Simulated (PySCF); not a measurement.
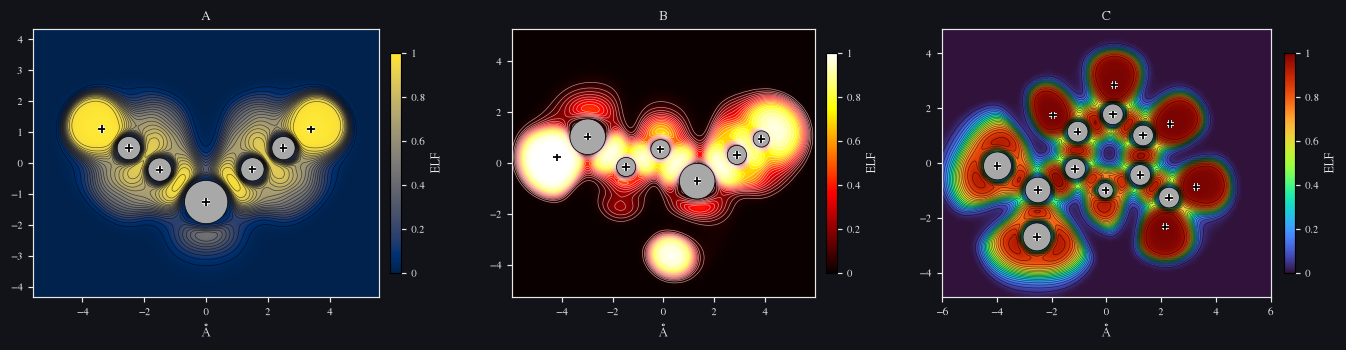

The ELF of 3 systems, each on a plane through atoms (crosses mark nuclei in the plane; grey discs cover the cores).

The calculation used PBE0/pcSseg-1, SCF density, gas phase, non-relativistic (PySCF 2.14.0).

System 1: C$_{6}$H$_{5}$BCl$_{2}$O (SMILES C=C1C=CC=C(B(Cl)Cl)O1), the molecular plane. Geometry: GFN2-xTB.

```tsv
atom	x (Å)	y (Å)	z (Å)
C	-2.2211	-1.3766	0.0711
C	-1.2125	-0.4994	0.0335
C	-1.3882	0.9344	0.0117
C	-0.3253	1.7603	-0.0265
C	0.9879	1.1932	-0.0446
C	1.1487	-0.1575	-0.0236
B	2.5426	-0.8596	-0.0403
Cl	3.9748	0.0919	-0.0871
Cl	2.6645	-2.5673	-0.0122
O	0.0814	-0.9987	0.0152
H	-3.2403	-1.0434	0.0874
H	-2.0314	-2.4328	0.0859
H	-2.4024	1.2996	0.0265
H	-0.4371	2.8326	-0.0431
H	1.8540	1.8314	-0.0758
```

System 2: C$_{6}$H$_{12}$FNSi$_{2}$, the plane of atoms C5, Si4 and C7. Geometry: GFN2-xTB.

```
atom    x (Å)    y (Å)    z (Å)
   C  -1.7818   2.0056  -0.4252
   C  -1.7534   0.6884  -0.2672
   C  -2.4736  -0.2282  -1.2128
  Si  -0.7736  -0.1147   1.1403
   C  -1.7482  -1.6201   1.6803
   N  -2.3559  -2.5386   1.9956
   C   0.8872  -0.7909   0.4720
   C   1.7514   0.3173  -0.1120
   F   1.9368   1.2964   0.8671
  Si   3.4830  -0.2672  -0.7121
   H  -1.2679   2.6723   0.2469
   H  -2.3225   2.4742  -1.2345
   H  -1.7730  -0.9135  -1.6898
   H  -3.1988  -0.8320  -0.6686
   H  -2.9932   0.3348  -1.9856
   H  -0.6040   0.7490   2.3084
   H   0.7229  -1.5377  -0.3060
   H   1.4374  -1.2837   1.2754
   H   1.2036   0.8306  -0.9130
   H   4.0938  -1.0398   0.3678
   H   4.2714   0.9177  -1.0359
   H   3.2480  -1.1007  -1.8926
```

System 3: C$_{4}$H$_{4}$Si (SMILES [H][Si]([H])(C#C)C#C), the plane of atoms C2, Si1 and C5. Geometry: PBE0-D3(BJ)/def2-SVP.

| atom | x (Å) | y (Å) | z (Å) |
| --- | --- | --- | --- |
| Si | -0.7758 | -0.0133 | -0.5367 |
| C | -0.7361 | -0.0241 | 1.2955 |
| C | -0.7278 | -0.0380 | 2.5117 |
| H | -0.7210 | -0.0484 | 3.5875 |
| C | 0.9334 | 0.0110 | -1.1964 |
| C | 2.0678 | 0.0305 | -1.6350 |
| H | 3.0708 | 0.0482 | -2.0238 |
| H | -1.5022 | 1.1996 | -1.0066 |
| H | -1.4762 | -1.2349 | -1.0218 |

**Match each panel to its system.**

Panel A is system 3, C$_{4}$H$_{4}$Si: the plane holds Si, C and H. C–C (1.22 Å): the ELF peaks at about 0.85 between the atoms (a short, multiple covalent bond). Panel B is system 2, C$_{6}$H$_{12}$FNSi$_{2}$: the plane holds Si, C, N and H. C–N (1.15 Å): the ELF peaks at about 0.85 between the atoms (a short, multiple covalent bond). Panel C is system 1, C$_{6}$H$_{5}$BCl$_{2}$O: the plane holds C, B, Cl, O and H. C–C (1.34 Å): the ELF peaks at about 0.95 between the atoms: a short, multiple covalent bond.
